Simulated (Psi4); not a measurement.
# HF/STO-3G run of NOF (nitrosyl fluoride)

Aim: the energy change on altering one bond length of NOF (nitrosyl fluoride) at HF/STO-3G, from 2 runs. 

The calculation is run with Psi4 1.11.

## Step 1: The system as given

NOF has 3 atoms, charge 0, and is taken as a singlet. SMILES: `O=NF`. Geometry: relaxed at PBE0-D4/def2-TZVP.

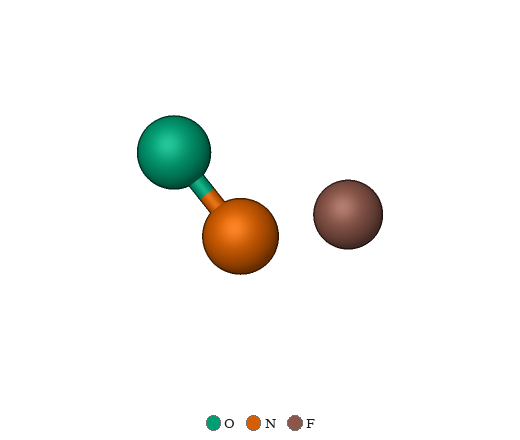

The structure, seen from a chosen angle (oxygen teal, nitrogen orange, fluorine brown).

## Step 2: A single-point energy at HF/STO-3G

Input file job.in:

```
memory 2200 mb

molecule {
  0 1
  O      1.64094368     0.45914676     0.95382036
  N      0.28143691    -0.91186844     0.05652171
  F     -1.92239949     0.45274058    -1.01034207
  units au
  symmetry c1
  no_reorient
  no_com
}

set basis STO-3G
set reference rhf
set puream true
set e_convergence 1e-09
set d_convergence 1e-08
set scf_type pk

e, wfn = energy('hf', return_wfn=True)
print_variables()
```

On the command line:

```sh
$ psi4 -n 1 job.in job.out
```

job.out:

```text
[...]
  Running in c1 symmetry.
[...]
  Nuclear repulsion =   66.472921806039651
[...]
  Multiplicity = 1
[...]
  Nalpha       = 12
  Nbeta        = 12
[...]
    Number of basis functions: 15
[...]
   @RHF iter   1:  -225.38096727728382   -1.17835e+00   2.32140e-02 ADIIS/DIIS
[...]
   @RHF iter  12:  -225.49841332552359   -5.40012e-13   8.64632e-09 DIIS
[...]
    Orbital Energies [Eh]
    ---------------------
    Doubly Occupied:
       1A    -25.956552     2A    -20.472344     3A    -15.597641
       4A     -1.617078     5A     -1.457499     6A     -0.876381
       7A     -0.694291     8A     -0.638611     9A     -0.632805
      10A     -0.479553    11A     -0.473575    12A     -0.356412
[...]
  @RHF Final Energy:  -225.49841332552359
   => Energetics <=
    Nuclear Repulsion Energy =             66.4729218060396505
    One-Electron Energy =                -445.4371845586618974
    Two-Electron Energy =                 153.4658494270986466
    Total Energy =                       -225.4984133255235861
[...]
 Multipole Moments:
 ------------------------------------------------------------------------------------
     Multipole            Electronic (a.u.)      Nuclear  (a.u.)        Total (a.u.)
 ------------------------------------------------------------------------------------
 L = 1.  Multiply by 2.5417464519 to convert [e a0] to [Debye]
 Dipole X            :          2.3214960           -2.2039876            0.1175084
 Dipole Y            :         -1.3139303            1.3647602            0.0508299
 Dipole Z            :          1.1371070           -1.0668638            0.0702433
 Magnitude           :                                                    0.1460343
[...]
```

Run time: 2.5 s. Hardware: 1 thread of Intel Xeon Platinum 8259CL at 2.50GHz (Skylake/Cascade Lake), shared host; peak memory 0.18 GiB.

## Step 3: The distorted shape: energy and gradient at HF/STO-3G

Input file run.py:

```python
import psi4

psi4.set_memory('2200 MB')
psi4.set_num_threads(1)
psi4.set_output_file('run.log', False)

m = psi4.geometry("""
O      1.801337    -0.334733     0.956393
N      1.081917    -1.060243     0.481563
F     -1.017290     0.239580    -0.534650
symmetry c1
""")

psi4.set_options(dict(basis='STO-3G', reference='rhf', puream=True, e_convergence=1e-09, d_convergence=1e-08, scf_type='pk'))

E, wfn = psi4.gradient("hf", molecule=m, return_wfn=True)
psi4.oeprop(wfn, "QUADRUPOLE", "MULLIKEN_CHARGES", "MAYER_INDICES")
print('gradient / Eh bohr^-1')
print(E.np.round(6))
print(f'energy = {wfn.energy():.10f} Eh')
```

On the command line:

```sh
$ python run.py
```

run.log:

```text
[...]
  Running in c1 symmetry.
[...]
  Nuclear repulsion =   50.547778066504200
[...]
  Multiplicity = 1
[...]
  Nalpha       = 12
  Nbeta        = 12
[...]
    Number of basis functions: 15
[...]
   @RHF iter   1:  -224.99527962855601   -1.06399e+00   9.09860e-03 DIIS/ADIIS
[...]
   @RHF iter  40:  -225.23893329839620    2.84217e-14   1.28170e-09 DIIS
[...]
    Orbital Energies [Eh]
    ---------------------
    Doubly Occupied:
       1A    -25.768842     2A    -20.562048     3A    -15.595612
       4A     -1.631778     5A     -1.301251     6A     -0.902195
       7A     -0.688738     8A     -0.649037     9A     -0.630075
      10A     -0.369026    11A     -0.368900    12A     -0.162312
[...]
  @RHF Final Energy:  -225.23893329839620
   => Energetics <=
    Nuclear Repulsion Energy =             50.5477780665042005
    One-Electron Energy =                -414.3137977378679579
    Two-Electron Energy =                 138.5270863729675739
    Total Energy =                       -225.2389332983962049
[...]
  -Total Gradient:
     Atom            X                  Y                   Z
    ------   -----------------  -----------------  -----------------
       1       -0.119512906669    -0.110751407819     0.000000000006
       2        0.174667489810     0.083295823276     0.000000000001
       3       -0.055154583141     0.027455584543    -0.000000000007
[...]
 Multipole Moments:
 ------------------------------------------------------------------------------------
     Multipole            Electronic (a.u.)      Nuclear  (a.u.)        Total (a.u.)
 ------------------------------------------------------------------------------------
 L = 1.  Multiply by 2.5417464519 to convert [e a0] to [Debye]
 Dipole X            :         -0.6564306            1.6150779            0.9586474
 Dipole Y            :          0.2480515           -0.5275785           -0.2795270
 Dipole Z            :         -0.0000000            0.0000000           -0.0000000
 Magnitude           :                                                    0.9985691
 L = 2.  Multiply by 1.3450342976 to convert [e a0^2] to [Debye ang]
 Quadrupole XX       :       -177.1664833          166.0062021          -11.1602812
 Quadrupole XY       :         42.8140810          -43.0266966           -0.2126156
[...]
  Mulliken Charges: (a.u.)
   Center  Symbol    Alpha    Beta     Spin     Total
       1     O     3.99887  3.99887  0.00000  0.00227
       2     N     3.41082  3.41082  0.00000  0.17837
       3     F     4.59032  4.59032  0.00000 -0.18064
   Total alpha = 12.00000, Total beta = 12.00000, Total charge =  0.00000
  Mayer Bond Indices:
[...]
```

Standard output:

```text
gradient / Eh bohr^-1
[[-0.119513 -0.110751  0.      ]
 [ 0.174667  0.083296  0.      ]
 [-0.055155  0.027456 -0.      ]]
energy = -225.2389332984 Eh
```

Wall time 3.3 s (1 thread of Intel Xeon Platinum 8259CL at 2.50GHz (Skylake/Cascade Lake), shared host); peak memory 0.18 GiB.

## Step 4: Results

At HF/STO-3G:

| quantity | value |
| --- | --- |
| first shape: total energy | -225.49841 Eh |
| first shape: dipole moment | 0.37 D |
| first shape: HOMO energy | -9.70 eV |
| first shape: LUMO energy | 5.73 eV |
| first shape: HOMO–LUMO gap | 15.43 eV |
| distorted shape: total energy | -225.23893 Eh |
| distorted shape: dipole moment | 2.54 D |
| distorted shape: HOMO energy | -4.42 eV |
| distorted shape: LUMO energy | 1.80 eV |
| distorted shape: HOMO–LUMO gap | 6.21 eV |
| distorted shape: largest force on an atom | 9.951 eV/Å |
| energy change with the N2–F3 bond stretched from 1.483 to 2.670 Å | 7.061 eV |

What this shows: One bond (distorted shape) is far stretched, which a spin-restricted single reference describes badly; a broken-symmetry solution may lie lower. With the N2–F3 bond stretched from 1.483 to 2.670 Å the energy rises by 7.06 eV (681 kJ/mol). The first shape isn't relaxed at this level, so the change isn't measured from a minimum. A restricted reference can't describe the breaking bond well at this length. The minimal basis adds a large error of its own. Mulliken charges (distorted shape) run from -0.18 on F3 to +0.18 on N2; they depend strongly on the basis.
